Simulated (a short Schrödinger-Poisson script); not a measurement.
Structure: gated Al0.4Ga0.6As/GaAs modulation-doped gas, at 20 K.

| layer | material | thickness (nm) | Nd (cm⁻³) | Na (cm⁻³) |
|---|---|---|---|---|
| 1 | Al0.4Ga0.6As | 8 | - | - |
| 2 | Al0.4Ga0.6As | 40 | 5.6e17 | - |
| 3 | Al0.4Ga0.6As | 3 | - | - |
| 4 | GaAs | 6000 | - | 9e14 |

The device is made up for the run: typed textbook-type constants, with dimensions and the other settings drawn at random. Al0.4Ga0.6As: permittivity 11.76, conduction-band edge (eV) 0.316, gap (eV) 1.923, electron mass (mₑ) 0.1002, Nv at 300 K (cm⁻³) 9e18. GaAs: permittivity 12.9, conduction-band edge (eV) 0, gap (eV) 1.424, Nv at 300 K (cm⁻³) 9e18.

Channel valleys (confinement mass, in-plane density-of-states mass, number): Γ 0.067, 0.067, 1. At the gate the conduction-band edge of layer 1 lies 1.07 eV − eVg above the Fermi level of the channel; the field vanishes at the back. Donor level 0.05 eV below the band edge. The barrier under the gate holds no holes. Gaps are held at their typed values at every temperature. Mesh 0.08 nm at interfaces.

Solved with a short Schrödinger-Poisson script written for these runs: 1D Poisson equation in equilibrium, electrons quantum, Hartree (BenDaniel-Duke, 40 states a valley, the channel's in-plane mass for all, wave functions free to enter the barrier), parabolic valleys, classical holes, donors ionised by Fermi statistics, acceptors fully, no traps, pinning or gate leakage.

Only gate voltages with over 1e8 electrons/cm² are shown.

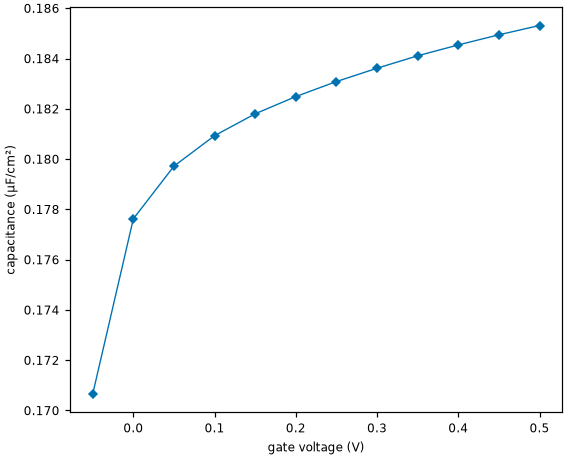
*Quasi-static capacitance against gate voltage*

```
Vg (V)  electrons (cm⁻²)  in the channel layer  C (μF/cm²)  Γ E0 (meV)  Γ E1 (meV)
------  ----------------  --------------------  ----------  ----------  ----------
0.5              6.56e11               6.45e11       0.185       -23.4         7.5
0.45             5.99e11               5.89e11       0.185       -21.4         8.9
0.4              5.41e11               5.33e11       0.185       -19.3        10.4
0.35             4.84e11               4.77e11       0.184       -17.3        11.7
0.3              4.26e11               4.21e11       0.184       -15.2        13.1
0.25             3.69e11               3.65e11       0.183       -13.2        14.4
0.2              3.12e11               3.09e11       0.182       -11.1        15.8
0.15             2.55e11               2.53e11       0.182        -9.1        17.0
0.1              1.99e11               1.97e11       0.181        -7.1        18.3
0.05             1.42e11               1.41e11       0.180        -5.0        19.5
0                8.67e10               8.62e10       0.178        -2.8        20.8
-0.05            3.22e10               3.20e10       0.171         0.1        22.8
```

Subbands count from the Fermi level.
